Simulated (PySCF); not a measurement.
# C3H9ClSi2: what the fields show

The calculation's input:

```
{"job": {"kind": "nmr", "xc": "PBE0", "basis": "pcSseg-1"}, "charge": 0, "multiplicity": 1}
C     -1.728510    -1.372513    -0.278226
C     -1.010289    -0.294018     0.005740
C     -1.406611     1.058856    -0.506604
Si     0.582741    -0.344796     1.031315
Si     2.420397     0.409478    -0.168827
Cl     0.859033    -2.254379     1.688610
H     -2.628578    -1.324308    -0.873319
H     -1.452222    -2.351673     0.074804
H     -2.345172     1.013226    -1.055009
H     -1.517260     1.758378     0.320266
H     -0.633729     1.450549    -1.167391
H      0.319712     0.427929     2.257125
H      3.525842    -0.547565    -0.226424
H      2.064394     0.738683    -1.553688
H      2.945840     1.640143     0.429716
```

Command:

```sh
OMP_NUM_THREADS=1 python probes_run.py task.json out
```

Geometry: GFN2-xTB.

Level of theory: PBE0/pcSseg-1, SCF density, gas phase, non-relativistic in PySCF 2.14.0.

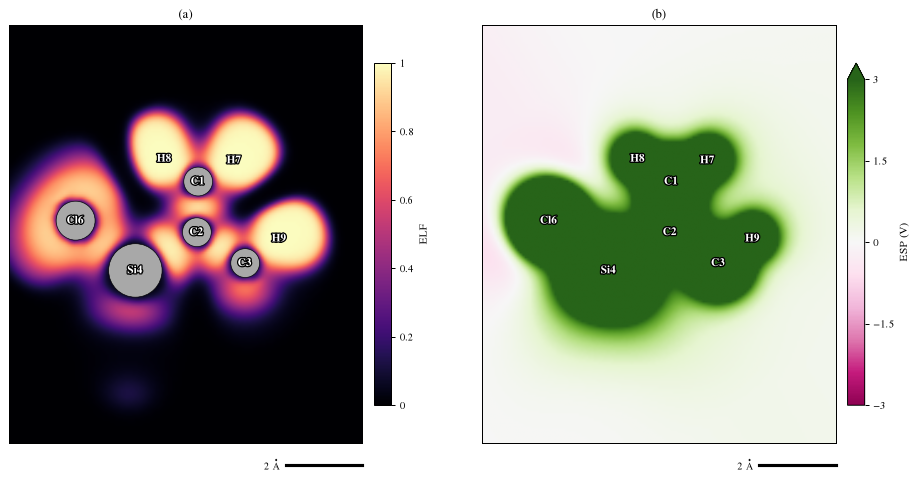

Figure 1. (a) ELF; (b) molecular electrostatic potential on the plane of atoms H7, C1 and H8. Grey discs cover the atomic cores in the ELF map.

**Interpret the plot.**

- The plane passes through C, Si, Cl and H nuclei.
- C–C (1.33 Å): the ELF peaks at about 0.90 between the atoms: a multiple bond.
- C–Si (1.90 Å): the ELF peaks at about 0.95 between the atoms, as expected for a covalent bond.
- Si–Cl (2.04 Å): the ELF peaks at about 0.90 between the atoms (a polar covalent bond).
- C–H (1.08 Å): the ELF climbs to about 1 towards the hydrogen, as it does in any bond to H (an ordinary covalent bond to hydrogen).
- C–C (1.50 Å): the ELF peaks at about 0.95 between the atoms; localised, covalent bonding.
- The ELF also peaks beside Cl6, away from the bonds: lone-pair regions.
- Outside the dense part of the molecule the potential is most negative (−0.6 V) near Cl6.

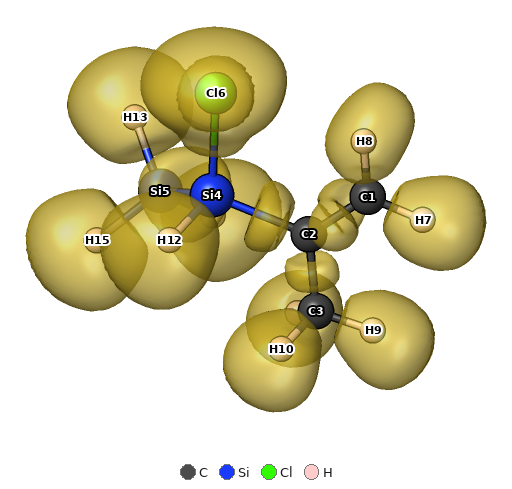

Figure 2. Isosurface of the ELF at 0.75 (yellow), seen at a tilt. Core shells and regions of very low density are left out.

**Where are the electrons localised?**

At this value the surface marks out two regions between bonded C–C atoms (shared pairs), one region between bonded C–Si atoms (shared pairs), one region between bonded Si–Si atoms (shared pairs), nine regions around hydrogen nuclei and one region on Cl in which the atom's valence shell and bonds are merged.

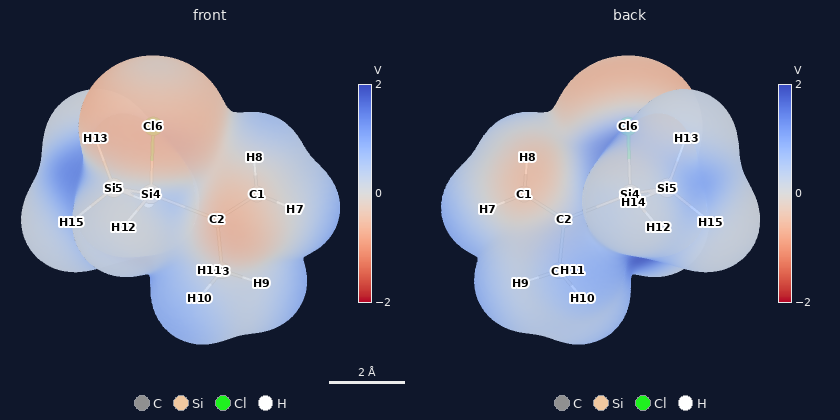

Figure 3. The molecular electrostatic potential painted on the density surface at 0.002 e/bohr³, seen from the front and from behind; red is negative and blue positive.

**Describe the electrostatic potential map.**

The most negative region (about −0.6 V) lies over C1, C2 and Cl6, the most positive (about +1.6 V) over Si4 and Si5.

**What dipole moment does the calculation give?**

Its dipole moment is 1.90 D.
